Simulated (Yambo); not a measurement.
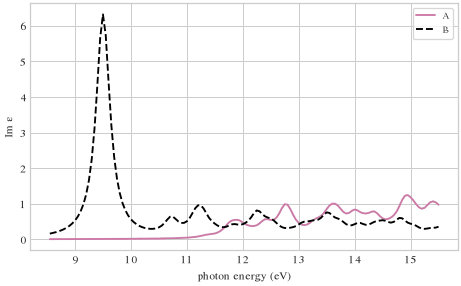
Figure: Two computed absorption spectra of NaF (rock salt, space group Fm-3m, No. 225) under isotropic strain of -3 % on all lattice vectors (Yambo, PBEsol bands with the same scissor, field along x)

Which curve includes the electron-hole attraction (BSE), and where are its main peaks?

Curve B: the attraction moves weight to lower energy (centre of the plotted range 11.1 eV against 13.7 eV). Its peaks lie at 9.5 eV, 11.2 eV. Settings: 10×10×10 mesh, 3 valence and 1 conduction bands, static screening with 15 bands and a 4 Ry block, scissor 4.63 eV, Tamm-Dancoff. The scissor comes from a G0W0 run whose convergence isn't established. Broadening 0.15 eV. The band window holds all transitions up to 18.1 eV. Fine structure above the onset can come from the mesh.

Geometry strained from the cell relaxed with PBEsol, atoms relaxed again; primitive cell a = b = c = 3.174 Å, α = β = γ = 60.00°.
